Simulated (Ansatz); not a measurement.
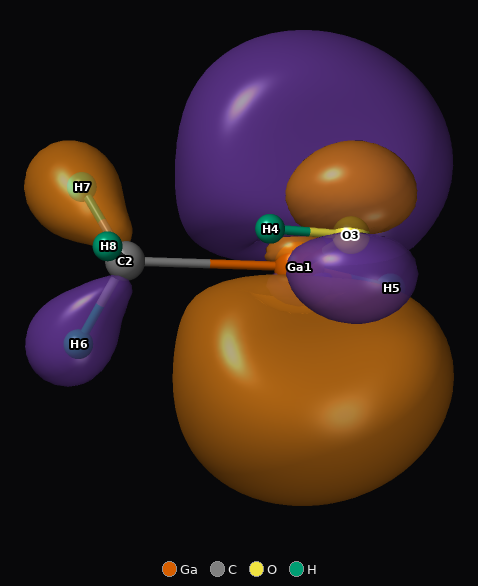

Figure. CH₅GaO. The LUMO at ±0.08 Å⁻³ᐟ² (orange and purple are the two phases), seen from one side.

Not at a stationary point (largest force 0.7 eV/Å).

The calculation used RKS PBE/def2-SVP (Ansatz).

```json
{"atom": "Ga", "x (Å)": "-0.8907", "y (Å)": "0.0730", "z (Å)": "-0.6317"}
{"atom": "C", "x (Å)": "0.6473", "y (Å)": "0.5814", "z (Å)": "0.5031"}
{"atom": "O", "x (Å)": "-0.7001", "y (Å)": "-1.7290", "z (Å)": "-0.6083"}
{"atom": "H", "x (Å)": "0.0896", "y (Å)": "-1.6858", "z (Å)": "-0.0344"}
{"atom": "H", "x (Å)": "-2.0584", "y (Å)": "0.7370", "z (Å)": "-1.4364"}
{"atom": "H", "x (Å)": "0.3602", "y (Å)": "1.1947", "z (Å)": "1.3839"}
{"atom": "H", "x (Å)": "1.4075", "y (Å)": "1.1665", "z (Å)": "-0.0574"}
{"atom": "H", "x (Å)": "1.1446", "y (Å)": "-0.3377", "z (Å)": "0.8812"}
```

### Where does this orbital lie, and at what energy?

By Hirshfeld shares it lies mainly on Ga1 (about 75 %) and O3 (about 10 %). Its energy is −1.52 eV.
